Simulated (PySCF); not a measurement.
# C₄H₆BN: NMR shifts and electronic excitations at several levels of theory, part 2 of 2

PySCF 2.14.0. Atoms count from 0.

## 8. NMR shieldings: PBE0/aug-cc-pVDZ

The job: settings as JSON, then the geometry in Å.

```
{"job": {"kind": "nmr", "xc": "PBE0", "basis": "aug-cc-pVDZ", "pop": true}, "charge": 0, "multiplicity": 1}
B      2.186255    -0.345617     0.213515
N      0.773808    -0.235670     0.139416
C      0.047829     0.932694    -0.078944
C     -1.282368     0.633491    -0.087691
C     -1.402125    -0.782518     0.134124
C     -0.139745    -1.279633     0.267060
H      2.668781    -1.432709     0.406146
H      2.846974     0.653155     0.079579
H      0.567578     1.879062    -0.208804
H     -2.097372     1.339273    -0.237139
H     -2.325413    -1.356818     0.184745
H      0.213913    -2.292739     0.443665
```

Level: GIAO PBE0/aug-cc-pVDZ NMR shielding, non-relativistic, gas phase.

The program printed:

```text
coarse grid: 10216 points
cycle   1  E = -235.3412170638  dE =  9.229e-01  |g| = 3.025e-01  |ddm| = 1.443e+01
cycle   2  E = -235.3262846387  dE =  1.493e-02  |g| = 3.889e-01  |ddm| = 2.589e+00
cycle   3  E = -235.3666632343  dE = -4.038e-02  |g| = 7.972e-02  |ddm| = 1.100e+00
cycle   4  E = -235.3682515183  dE = -1.588e-03  |g| = 3.297e-02  |ddm| = 2.893e-01
cycle   5  E = -235.3685154662  dE = -2.639e-04  |g| = 1.015e-02  |ddm| = 9.667e-02
cycle   6  E = -235.3685396200  dE = -2.415e-05  |g| = 2.072e-03  |ddm| = 3.198e-02
cycle   7  E = -235.3685404405  dE = -8.204e-07  |g| = 5.840e-04  |ddm| = 6.551e-03
final grid: 99264 points
cycle   8  E = -235.3805504270  dE = -2.933e-05  |g| = 6.781e-03  |ddm| = 3.026e-01
cycle   9  E = -235.3805433244  dE =  7.103e-06  |g| = 8.813e-03  |ddm| = 6.125e-02
cycle  10  E = -235.3805633201  dE = -2.000e-05  |g| = 1.063e-03  |ddm| = 2.441e-02
cycle  11  E = -235.3805635626  dE = -2.425e-07  |g| = 3.224e-04  |ddm| = 4.010e-03
cycle  12  E = -235.3805635841  dE = -2.151e-08  |g| = 1.003e-04  |ddm| = 7.864e-04
cycle  13  E = -235.3805635869  dE = -2.754e-09  |g| = 3.524e-05  |ddm| = 4.138e-04
cycle  14  E = -235.3805635872  dE = -3.126e-10  |g| = 8.677e-06  |ddm| = 9.772e-05
converged SCF energy = -235.3805635872

GIAO shielding tensors (ppm)
atom      isotropic    diamagn.    paramagn.     s11        s22        s33       span
  0 B       64.137     232.043    -167.907     21.881     52.586    117.944     96.063
  1 N       50.965     280.962    -229.997    -69.523      9.480    212.937    282.460
  2 C       66.765     228.361    -161.596    -13.610     78.775    135.129    148.738
  3 C       79.577     227.188    -147.611     -4.172     75.021    167.882    172.054
  4 C       79.591     226.906    -147.315     -4.144     75.008    167.910    172.054
  5 C       66.710     227.540    -160.830    -13.668     78.813    134.984    148.652
  6 H       25.441      29.119      -3.678     24.092     24.823     27.407      3.316
  7 H       25.444      29.694      -4.250     24.102     24.822     27.408      3.307
  8 H       24.161      35.358     -11.196     21.767     24.426     26.291      4.525
  9 H       24.677      34.433      -9.756     22.914     24.753     26.364      3.451
 10 H       24.680      34.828     -10.149     22.913     24.760     26.366      3.453
 11 H       24.160      35.828     -11.668     21.766     24.422     26.291      4.525
```

Run time: 18 s. Hardware: 1 thread of Arm Neoverse V1, shared host; peak memory 0.87 GiB.

This run: δ C2 128.4, C3 115.5, B0 46.0, N1 218.9, H8 7.23, H9 6.72 ppm (means over like atoms).

## 9. Shielding tensors: PBE0/IGLO-III

Settings changed since step 8:

```diff
@@ -1,2 +1,2 @@
-{"job": {"kind": "nmr", "xc": "PBE0", "basis": "aug-cc-pVDZ", "pop": true}, "charge": 0, "multiplicity": 1}
+{"job": {"kind": "nmr", "xc": "PBE0", "basis": "IGLO-III", "pop": true}, "charge": 0, "multiplicity": 1}
 B      2.186255    -0.345617     0.213515
```

Method: GIAO PBE0/IGLO-III NMR shielding, non-relativistic, gas phase.

The program printed:

```text
coarse grid: 10216 points
cycle   1  E = -235.4134191172  dE =  8.920e-01  |g| = 3.330e-01  |ddm| = 2.312e+00
cycle   2  E = -235.3978427553  dE =  1.558e-02  |g| = 4.107e-01  |ddm| = 4.630e-01
cycle   3  E = -235.4405847261  dE = -4.274e-02  |g| = 9.358e-02  |ddm| = 2.580e-01
cycle   4  E = -235.4425861734  dE = -2.001e-03  |g| = 4.100e-02  |ddm| = 6.650e-02
cycle   5  E = -235.4429874876  dE = -4.013e-04  |g| = 1.195e-02  |ddm| = 2.457e-02
cycle   6  E = -235.4430183606  dE = -3.087e-05  |g| = 2.468e-03  |ddm| = 6.207e-03
cycle   7  E = -235.4430194388  dE = -1.078e-06  |g| = 7.366e-04  |ddm| = 1.259e-03
final grid: 99264 points
cycle   8  E = -235.4406457209  dE = -7.821e-05  |g| = 6.773e-03  |ddm| = 6.095e-02
cycle   9  E = -235.4406395811  dE =  6.140e-06  |g| = 8.443e-03  |ddm| = 8.563e-03
cycle  10  E = -235.4406568792  dE = -1.730e-05  |g| = 1.138e-03  |ddm| = 4.312e-03
cycle  11  E = -235.4406571097  dE = -2.305e-07  |g| = 4.538e-04  |ddm| = 6.623e-04
cycle  12  E = -235.4406571481  dE = -3.838e-08  |g| = 1.512e-04  |ddm| = 2.713e-04
cycle  13  E = -235.4406571541  dE = -5.972e-09  |g| = 4.424e-05  |ddm| = 1.015e-04
cycle  14  E = -235.4406571546  dE = -4.777e-10  |g| = 1.008e-05  |ddm| = 2.550e-05
converged SCF energy = -235.4406571546

GIAO shielding tensors (ppm)
atom      isotropic    diamagn.    paramagn.     s11        s22        s33       span
  0 B       51.489     195.548    -144.059      5.132     39.747    109.588    104.456
  1 N       23.538     312.671    -289.133   -105.725    -19.532    195.871    301.596
  2 C       46.706     257.243    -210.537    -42.089     61.317    120.890    162.979
  3 C       58.985     257.125    -198.140    -32.156     54.830    154.281    186.437
  4 C       59.000     257.010    -198.010    -32.131     54.821    154.311    186.442
  5 C       46.639     256.800    -210.161    -42.158     61.349    120.725    162.883
  6 H       25.582      29.427      -3.845     24.255     24.799     27.691      3.437
  7 H       25.585      29.677      -4.092     24.265     24.799     27.692      3.427
  8 H       24.235      31.459      -7.223     21.780     24.495     26.431      4.650
  9 H       24.712      30.775      -6.063     22.803     24.882     26.450      3.647
 10 H       24.715      30.319      -5.604     22.803     24.890     26.452      3.649
 11 H       24.234      30.739      -6.505     21.780     24.491     26.431      4.651
```

Wall time 29 s (1 thread of Arm Neoverse V1, shared host); peak memory 1 GiB.

Key values: δ C2 137.1, C3 124.8, B0 48.5, N1 237.0, H8 7.14, H9 6.66 ppm (means over like atoms).

## 10. NMR shieldings: PBE0/pcSseg-0

Settings changed since step 9:

```diff
@@ -1,2 +1,2 @@
-{"job": {"kind": "nmr", "xc": "PBE0", "basis": "IGLO-III", "pop": true}, "charge": 0, "multiplicity": 1}
+{"job": {"kind": "nmr", "xc": "PBE0", "basis": "pcSseg-0", "pop": true}, "charge": 0, "multiplicity": 1}
 B      2.186255    -0.345617     0.213515
```

With the program's defaults for keys left out, this is: GIAO PBE0/pcSseg-0 NMR shielding, non-relativistic, gas phase.

The program printed:

```text
coarse grid: 10216 points
cycle   1  E = -234.8417025392  dE =  8.620e-01  |g| = 2.299e-01  |ddm| = 3.580e+00
cycle   2  E = -234.8320997774  dE =  9.603e-03  |g| = 3.121e-01  |ddm| = 6.237e-01
cycle   3  E = -234.8569455448  dE = -2.485e-02  |g| = 5.820e-02  |ddm| = 3.944e-01
cycle   4  E = -234.8578166680  dE = -8.711e-04  |g| = 1.759e-02  |ddm| = 8.913e-02
cycle   5  E = -234.8578984642  dE = -8.180e-05  |g| = 3.205e-03  |ddm| = 2.202e-02
cycle   6  E = -234.8579016339  dE = -3.170e-06  |g| = 9.340e-04  |ddm| = 4.757e-03
final grid: 99264 points
cycle   7  E = -234.8348519241  dE = -1.392e-05  |g| = 4.877e-03  |ddm| = 1.971e-02
cycle   8  E = -234.8348497844  dE =  2.140e-06  |g| = 5.906e-03  |ddm| = 1.058e-02
cycle   9  E = -234.8348578456  dE = -8.061e-06  |g| = 6.966e-04  |ddm| = 5.620e-03
cycle  10  E = -234.8348579527  dE = -1.071e-07  |g| = 1.113e-04  |ddm| = 6.083e-04
cycle  11  E = -234.8348579547  dE = -2.038e-09  |g| = 6.827e-05  |ddm| = 1.995e-04
cycle  12  E = -234.8348579561  dE = -1.307e-09  |g| = 1.991e-05  |ddm| = 1.022e-04
cycle  13  E = -234.8348579562  dE = -1.057e-10  |g| = 2.140e-06  |ddm| = 2.051e-05
converged SCF energy = -234.8348579562

GIAO shielding tensors (ppm)
atom      isotropic    diamagn.    paramagn.     s11        s22        s33       span
  0 B       55.923     194.503    -138.581      3.634     46.918    117.216    113.582
  1 N       38.085     336.204    -298.119    -89.218     -0.971    204.443    293.661
  2 C       51.499     257.729    -206.230    -35.459     64.784    125.172    160.630
  3 C       64.886     261.699    -196.813    -23.311     56.805    161.164    184.475
  4 C       64.900     262.446    -197.546    -23.294     56.796    161.197    184.491
  5 C       51.436     258.124    -206.688    -35.510     64.818    124.999    160.509
  6 H       26.026      29.623      -3.596     24.312     25.891     27.877      3.565
  7 H       26.029      29.595      -3.566     24.317     25.887     27.882      3.565
  8 H       25.861      30.966      -5.105     23.578     26.502     27.504      3.925
  9 H       26.421      29.884      -3.463     24.626     26.445     28.191      3.564
 10 H       26.422      29.621      -3.199     24.624     26.445     28.198      3.574
 11 H       25.860      30.623      -4.763     23.576     26.507     27.496      3.919
```

Run time: 4.7 s. Hardware: 1 thread of Arm Neoverse V1, shared host; peak memory 0.44 GiB.

In short: δ C2 142.0, C3 128.6, B0 49.0, N1 227.9, H8 6.97, H6 6.80 ppm (means over like atoms).

## 11. Ultraviolet spectrum: HF/def2-SVPD

Settings changed since step 10:

```diff
@@ -1,2 +1,2 @@
-{"job": {"kind": "nmr", "xc": "PBE0", "basis": "pcSseg-0", "pop": true}, "charge": 0, "multiplicity": 1}
+{"job": {"kind": "uv", "xc": "HF", "basis": "def2-SVPD", "ip": true}, "charge": 0, "multiplicity": 1}
 B      2.186255    -0.345617     0.213515
```

Method: TDDFT HF/def2-SVPD, vertical, gas phase, core orbitals frozen in the response.

The program printed:

```text
final grid: 99264 points
cycle   1  E = -233.8643436481  dE =  1.578e+00  |g| = 4.397e-01  |ddm| = 5.685e+00
cycle   2  E = -233.9322622861  dE = -6.792e-02  |g| = 1.639e-01  |ddm| = 1.345e+00
cycle   3  E = -233.9386395206  dE = -6.377e-03  |g| = 8.956e-02  |ddm| = 6.309e-01
cycle   4  E = -233.9408530195  dE = -2.213e-03  |g| = 1.133e-02  |ddm| = 2.114e-01
cycle   5  E = -233.9408986706  dE = -4.565e-05  |g| = 3.250e-03  |ddm| = 4.628e-02
cycle   6  E = -233.9409060216  dE = -7.351e-06  |g| = 1.550e-03  |ddm| = 1.360e-02
cycle   7  E = -233.9409080101  dE = -1.988e-06  |g| = 5.241e-04  |ddm| = 6.480e-03
cycle   8  E = -233.9409083759  dE = -3.659e-07  |g| = 1.374e-04  |ddm| = 2.519e-03
cycle   9  E = -233.9409083941  dE = -1.818e-08  |g| = 5.178e-05  |ddm| = 5.669e-04
cycle  10  E = -233.9409083956  dE = -1.507e-09  |g| = 1.293e-05  |ddm| = 1.603e-04
cycle  11  E = -233.9409083958  dE = -1.515e-10  |g| = 3.254e-06  |ddm| = 6.804e-05
converged SCF energy = -233.9409083958

Static polarisability (au): isotropic 64.820, principal 42.796 67.008 84.655

Singlet excitations
state   eV       nm        f      main configurations
  1   5.5284    224.3   0.04532   H->L+1 0.85, H->L+6 0.10
  2   6.6395    186.7   0.00000   H->L 0.54, H->L+2 0.35
  3   6.9354    178.8   0.32857   H-1->L+1 0.81
  4   7.4083    167.4   0.07030   H->L+3 0.80, H-1->L+2 0.09
  5   7.5086    165.1   0.09873   H->L+6 0.79, H->L+1 0.12
  6   7.6402    162.3   0.00000   H-2->L+1 0.87
  7   7.7300    160.4   0.00000   H->L+2 0.51, H->L 0.22, H->L+4 0.19
  8   8.0852    153.3   0.00013   H->L+7 0.55, H->L+4 0.22, H->L+11 0.12
  9   8.1161    152.8   0.57726   H->L+8 0.65, H->L+12 0.17, H-1->L+1 0.09
 10   8.3369    148.7   0.00300   H-1->L 0.31, H-1->L+2 0.30, H->L+5 0.17

Triplet excitations (Tamm-Dancoff, eV): 3.2019 4.6995 6.4021 6.4496
Vertical ionisation energy (delta-SCF) = 7.2450 eV
```

Run time: 8 s. Hardware: 1 thread of Arm Neoverse V1, shared host; peak memory 0.76 GiB.

The orbitals next to the gap, with their largest atomic shares:

```
orbital      eV                      atoms
 HOMO−3  -14.70  C4 29 %, C3 29 %, C2 11 %
 HOMO−2  -13.27  B0 39 %, H7 21 %, H6 21 %
 HOMO−1  -10.09  N1 26 %, C4 24 %, C3 24 %
   HOMO   -8.56  C2 26 %, C5 26 %, C3 16 %
   LUMO    2.23    B0 73 %, H6 5 %, H7 5 %
 LUMO+1    2.34  B0 43 %, N1 11 %, H6 10 %
 LUMO+2    3.21  C3 21 %, C4 21 %, H9 12 %
```

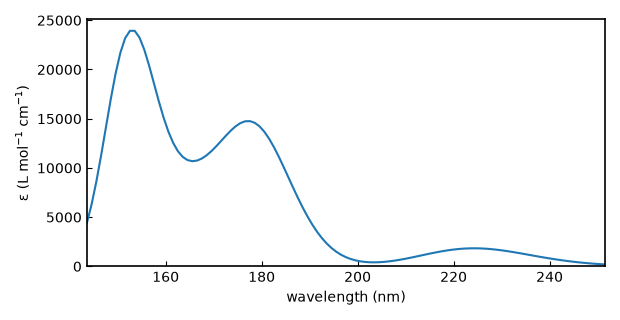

Absorption spectrum: each of the 10 states is a Gaussian band of 0.4 eV half-width at 1/e. Beyond the last state computed it falls off for lack of states.

Ground-state properties from the same run:

```
           property  computed
  dipole moment (D)      0.01
polarisability (Å³)      9.61
 HOMO–LUMO gap (eV)     10.79
      −ε(HOMO) (eV)      8.56
```

## 12. Side by side: NMR shifts

Shifts (ppm), means over like atoms, with basis size and wall time:

```
               run     C2     C3    H8    H9    H6    B0     N1  functions   time
       PBE0/6-31G*  122.7  111.7  6.81  6.26  5.95  44.0  199.6         96  7.1 s
PBE0/6-311+G(2d,p)  132.5  120.6  7.15  6.68  5.85  45.2  230.5        198   18 s
     PBE0/def2-SVP  127.3  115.7  6.75  6.36  5.74  46.1  217.9        114    8 s
    PBE0/def2-TZVP  133.8  122.0  7.15  6.68  5.89  45.9  236.4        222   22 s
      PBE0/cc-pVDZ  128.4  116.7  6.93  6.46  5.78  46.9  221.6        114  8.7 s
      PBE0/cc-pVTZ  132.7  121.4  7.13  6.65  5.75  45.1  234.5        264   28 s
  PBE0/aug-cc-pVDZ  128.4  115.5  7.23  6.72  5.95  46.0  218.9        192   18 s
     PBE0/IGLO-III  137.1  124.8  7.14  6.66  5.79  48.5  237.0        270   29 s
     PBE0/pcSseg-0  142.0  128.6  6.97  6.41  6.80  49.0  227.9         66  4.7 s
```

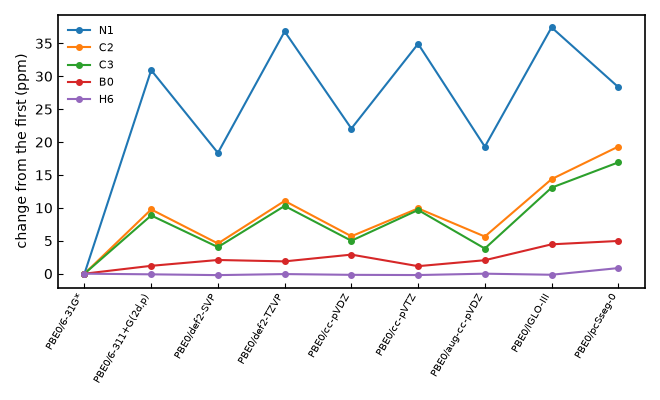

How five of the tabulated atoms move from run to run.

## 13. What came out

What follows sums up all 2 parts.

| quantity | value |
| --- | --- |
| 13C shifts against TMS (PBE0/6-31G*, means over atoms taken as alike) | 122.7, 111.7 ppm |
| 1H shifts against TMS (PBE0/6-31G*, means over atoms taken as alike) | 6.81, 6.26, 5.95 ppm |
| 11B shifts against BF3·OEt2 (PBE0/6-31G*) | 44.0 ppm |
| 15N shifts against NH3 (PBE0/6-31G*) | 199.6 ppm |
| lowest singlet (HF/def2-SVPD) | 5.53 eV (224 nm), f = 0.045 |
| brightest single state of those computed | state 9, 8.12 eV, f = 0.577 |
| lowest triplet | 3.20 eV |
| range of the shift of N1 | 199.6 to 237.0 ppm |

**Reading.** Single values in the summary come from the first sound run of each kind (PBE0/6-31G*; HF/def2-SVPD), which need not be the best level. At PBE0/6-31G*: Shielding is most anisotropic at N1 (span 268 ppm, paramagnetic term -261 ppm). NICS(1)zz of -24 ppm above the planar ring from N1 marks a diatropic (aromatic) ring current. The lowest singlet, at 5.53 eV, is HOMO→LUMO+1 0.85, HOMO→LUMO+6 0.10 and is weak; of the 10 states computed, the strongest absorption comes from state 9 at 8.12 eV. The lowest triplet lies 2.33 eV below the lowest singlet (triplets in Tamm-Dancoff, singlets in full TDDFT). In ppm, N1 moves most: its shift spreads over 37.4 ppm, from 199.6 (PBE0/6-31G*) to 237.0 (PBE0/IGLO-III).
